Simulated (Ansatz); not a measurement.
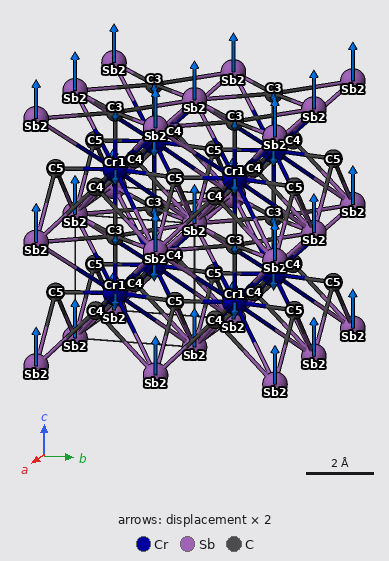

A relaxation of solid CrSbC$_{3}$ (built on the tetragonal perovskite type) (coarse preliminary run). The starting structure is drawn; blue arrows show the displacements (the part carried along by the change of the cell is left out), magnified 2 times.

Style: ball-and-stick. Shown: the cell of the calculation, repeated 2 × 2 × 2 with one cell outlined, slightly off an axis.

Case: tetragonal perovskite type (P4mm, No. 99).

Computed with DFT PBE, scalar-relativistic, plane waves, PAW (Ansatz). Set-up: plane-wave cutoff 420 eV; k-point mesh 4 × 4 × 4; occupations gaussian; smearing width 0.1 eV; no spin polarisation; cell and atoms relaxed; force threshold 0.04 eV/Å; at most 70 steps.

Describe the change and its energy.

Sb2 moves most relative to the cell: 0.61 Å along +c. Largest moves by element: Sb 0.61 Å, Cr 0.26 Å, C 0.15 Å. The volume changes by +16.7 %, with a = b 3.754 → 4.031 Å (+7.4 %), c 3.801 → 3.846 Å (+1.2 %). Near-neighbour distances that change, for instance: Cr1–Sb2 3.231 → 3.951 Å, Sb2–C3 2.656 → 2.977 Å, Sb2–C4 2.631 → 2.323 Å, Cr1–Sb2 (another image) 3.298 → 3.058 Å. Among the angles between lasting bonds that change: Sb2–C5–Sb2 91.0° → 120.3°, Cr1–C5–Cr1 173.0° → 177.3°, Cr1–C5–Sb2 92.4° → 89.3°. The space group stays P4mm (No. 99). After 12 accepted moves (14 points after the start) the energy has fallen by 173 meV per atom. Largest force component: 2.1 eV/Å at the start, 0.027 eV/Å at the end. Pressure: 25.68 GPa at the start and 0.19 GPa at the end. The SCF was repeated twice at an unchanged geometry on a basis and grid sized afresh for the cell, which shifted the energy by 7.1 meV per atom at most. The run took 32 s on 1 thread of Oxide Virtual Turin-like Processor (Zen 5), on a shared host, peak memory 0.41 GiB.

Limits of the set-up: the k-point mesh is coarse for a cell with partly filled bands; an element that often carries a moment was run without spin polarisation.
